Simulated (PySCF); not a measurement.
# Si3NH9O (SMILES O[SiH2]N([SiH3])[SiH3]): levels of theory compared

We compute a comparison of 4 runs (HF/STO-3G, HF/def2-SVPD, SVWN5/6-31G**, TPSS/6-311G**) of Si3NH9O. 

The results are computed with PySCF 2.14.0.

## 1. The molecule

Si3NH9O: 14 atoms, total charge 0, spin state singlet. SMILES: `O[SiH2]N([SiH3])[SiH3]`. Geometry: relaxed at GFN2-xTB. This is one conformer, not always the lowest.

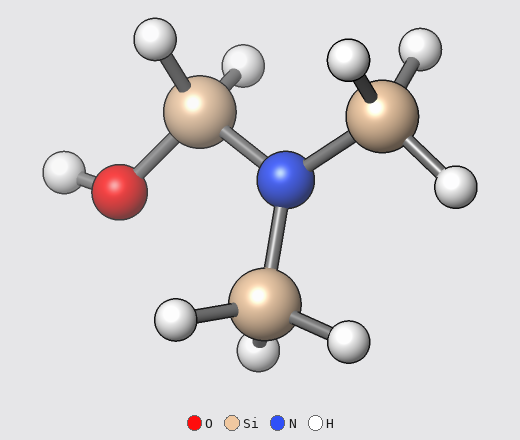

The structure, seen from a chosen angle (oxygen red, silicon light orange, nitrogen blue, hydrogen white).

## 2. Energy and forces at HF/STO-3G (run 1)

The input, job.py:

```python
import pyscf.grad
from pyscf import gto

mol = gto.Mole()
mol.atom = [
    ('O', (-2.147420, 0.466130, 0.814000)),
    ('Si', (-0.580780, 0.597790, 1.222400)),
    ('N', (0.250290, -0.031040, -0.158050)),
    ('Si', (-0.701660, -0.652040, -1.486210)),
    ('Si', (1.982340, -0.108930, -0.054020)),
    ('H', (-2.821010, 0.758510, 1.419550)),
    ('H', (-0.227120, 2.001910, 1.437930)),
    ('H', (-0.303460, -0.201060, 2.418670)),
    ('H', (0.259580, -1.101440, -2.494140)),
    ('H', (-1.539040, 0.419910, -2.023680)),
    ('H', (-1.515990, -1.780650, -1.031840)),
    ('H', (2.378580, -1.170430, 0.878870)),
    ('H', (2.469300, 1.177380, 0.450120)),
    ('H', (2.496380, -0.376040, -1.393600)),
]
mol.verbose = 3
mol.basis = 'sto-3g'
mol.max_memory = 1860
mol.build()

myscf = mol.RHF()
myscf.conv_tol = 1e-10
myscf.kernel()
if not myscf.converged:
    myscf = myscf.newton().run(myscf.mo_coeff, myscf.mo_occ)

etot = myscf.e_tot
print(f'total energy: {etot:.8f} hartree')
grad = myscf.Gradients().kernel()
myscf.analyze()
```

Run with:

```bash
$ OMP_NUM_THREADS=1 python job.py
```

Standard output:

```text
converged SCF energy = -989.702585648916
[... 13 lines left out ...]
MO #4   energy= -20.1652527213498  occ= 2
[... 5 lines left out ...]
MO #10  energy= -4.02157235778668  occ= 2
[... 5 lines left out ...]
MO #16  energy= -3.98870262904856  occ= 2
[... 5 lines left out ...]
MO #22  energy= -0.619209094551053 occ= 2
[... 5 lines left out ...]
MO #28  energy= -0.419690509927687 occ= 2
[... 5 lines left out ...]
MO #34  energy= 0.440690071303668  occ= 0
[... 5 lines left out ...]
MO #40  energy= 0.575523520746631  occ= 0
[... 5 lines left out ...]
MO #46  energy= 0.789934922840299  occ= 0
[... 15 lines left out ...]
Dipole moment(X, Y, Z, Debye):  0.03368,  0.39515,  1.07779
```

Run time: 5.4 s. Hardware: 1 thread of Intel Xeon at 2.70GHz, shared host; peak memory 0.12 GiB.

## 3. Energy and forces at HF/def2-SVPD (run 2)

The input, geometry.xyz:

```xyz
14

O     -2.147420     0.466130     0.814000
Si    -0.580780     0.597790     1.222400
N      0.250290    -0.031040    -0.158050
Si    -0.701660    -0.652040    -1.486210
Si     1.982340    -0.108930    -0.054020
H     -2.821010     0.758510     1.419550
H     -0.227120     2.001910     1.437930
H     -0.303460    -0.201060     2.418670
H      0.259580    -1.101440    -2.494140
H     -1.539040     0.419910    -2.023680
H     -1.515990    -1.780650    -1.031840
H      2.378580    -1.170430     0.878870
H      2.469300     1.177380     0.450120
H      2.496380    -0.376040    -1.393600
```

The input, calc.py:

```python
# O[SiH2]N([SiH3])[SiH3]
from pyscf import gto

molecule = gto.Mole()
molecule.atom = 'geometry.xyz'
molecule.max_memory = 1860
molecule.basis = 'def2-svpd'
molecule.verbose = 4
molecule.charge = 0
molecule.build()

mf = molecule.RHF()
mf.conv_tol = 1e-10
mf.kernel()
if not mf.converged:
    mf = mf.newton().run(mf.mo_coeff, mf.mo_occ)

e_tot = mf.e_tot
print(f'total energy: {e_tot:.8f} hartree')
grad = mf.nuc_grad_method().kernel()
dip = mf.dip_moment()
pop, q = mf.mulliken_pop()
```

Run with:

```bash
$ OMP_NUM_THREADS=1 python calc.py
```

Standard output:

```text
PySCF version 2.14.0

[... 70 lines left out ...]
converged SCF energy = -1001.0985565805
total energy: -1001.09855658 hartree
[... 11 lines left out ...]
Dipole moment(X, Y, Z, Debye): -0.64547,  0.59107,  1.29187
[... 202 lines left out ...]
charge of   13H =     -0.07464
```

It took 70 s on 1 thread of Intel Xeon at 2.70GHz, shared host; peak memory 1.3 GiB.

Run 3 isn't shown in full; the table further down has it.

## 4. Energy and gradient at TPSS/6-311G(d,p) (run 4)

The input, run.py:

```python
# O[SiH2]N([SiH3])[SiH3]
import pyscf.grad
from pyscf import gto, dft

mol = gto.M(
    atom='''
O   -2.147420   0.466130   0.814000
Si  -0.580780   0.597790   1.222400
N    0.250290  -0.031040  -0.158050
Si  -0.701660  -0.652040  -1.486210
Si   1.982340  -0.108930  -0.054020
H   -2.821010   0.758510   1.419550
H   -0.227120   2.001910   1.437930
H   -0.303460  -0.201060   2.418670
H    0.259580  -1.101440  -2.494140
H   -1.539040   0.419910  -2.023680
H   -1.515990  -1.780650  -1.031840
H    2.378580  -1.170430   0.878870
H    2.469300   1.177380   0.450120
H    2.496380  -0.376040  -1.393600
''',
    max_memory=1860,
    spin=0,
    verbose=3,
    basis='6-311g**',
    charge=0,
)

mf = dft.RKS(mol)
mf.xc = 'tpss'
mf.conv_tol = 1e-10
mf.grids.level = 5
mf.kernel()
if not mf.converged:
    mf = mf.newton().run(mf.mo_coeff, mf.mo_occ)

etot = mf.e_tot
print('E(%s) = %.9f' % ('TPSS', etot))
grad = mf.Gradients().kernel()
dip = mf.dip_moment()
pop, q = mf.mulliken_pop()
```

Run with:

```bash
$ OMP_NUM_THREADS=1 python run.py
```

Standard output:

```text
converged SCF energy = -1004.11170952369
[... 9 lines left out ...]
Dipole moment(X, Y, Z, Debye): -0.81494,  0.57978,  1.25093
[... 183 lines left out ...]
charge of   13H =     -0.11462
```

Wall time 2.8 min (1 thread of Intel Xeon at 2.70GHz, shared host); peak memory 2.2 GiB.

## 5. All runs side by side

```
run                                level  integration grid   energy (Eh)  dipole moment (D)  HOMO energy (eV)  LUMO energy (eV)  wall time
  1                            HF/STO-3G                 –   -989.702586               1.15             -7.13             11.99      5.4 s
  2                         HF/def2-SVPD                 –  -1001.098557               1.56            -10.57              2.16       70 s
  3  SVWN5/6-31G** (spherical functions)                 5   -999.355303               1.63             -5.85             -0.81       61 s
  4                        TPSS/6-311G**                 5  -1004.111710               1.60             -6.15             -0.59    2.8 min
```

## 6. What came out

| quantity | value |
| --- | --- |
| run 4: total energy | -1004.11171 Eh |
| run 4: dipole moment | 1.60 D |
| run 4: HOMO energy | -6.15 eV |
| run 4: LUMO energy | -0.59 eV |
| run 4: HOMO–LUMO gap | 5.56 eV |
| run 4: largest force on an atom | 1.221 eV/Å |

In words: The dipole moment (its size) runs from 1.15 D (HF/STO-3G) to 1.63 D (SVWN5/6-31G**). The two ends differ in method and basis. The HOMO–LUMO gap runs from 5.04 eV (SVWN5/6-31G**) to 19.12 eV (HF/STO-3G). Totals of different functionals can't be ranked against each other. In run 1 the basis is minimal, so the values are rough. All runs together took 5.1 min, the longest 2.8 min.
